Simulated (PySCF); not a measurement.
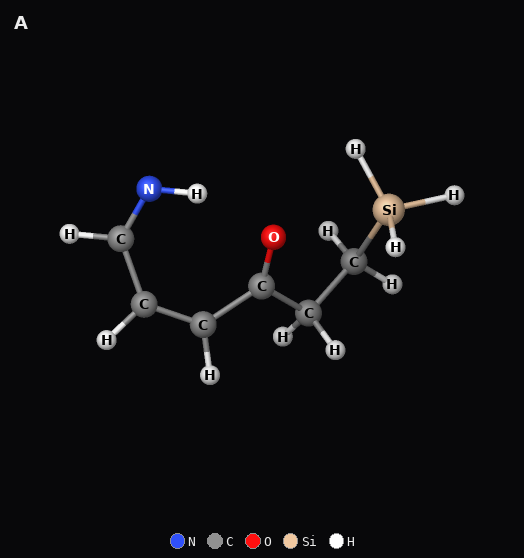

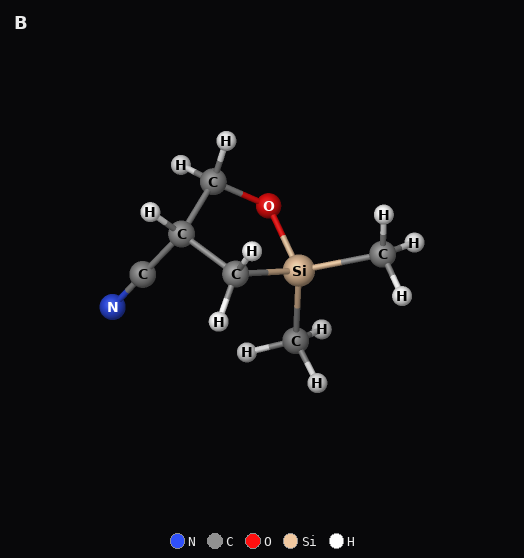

2 stationary structures of one formula. Geometries: GFN2-xTB. Electronic energies: PBE0/pcSseg-1 (PySCF 2.14.0), without zero-point energy. No frequency run is at hand to confirm each as a minimum. Each is one conformer, not always the lowest.

Question: Which is lowest in energy, and by how much?

Answer: B is lowest; A lies 2.854 eV above it. A is `[H]/N=C\C=C/C(=O)CC[SiH3]`, B is `C[Si]1(C)C[C@H](C#N)CO1`.

The geometry is semi-empirical. Around Si such bond lengths and angles can be off by a tenth of an ångström or more and by several degrees, and values that hang on the shape move with them.
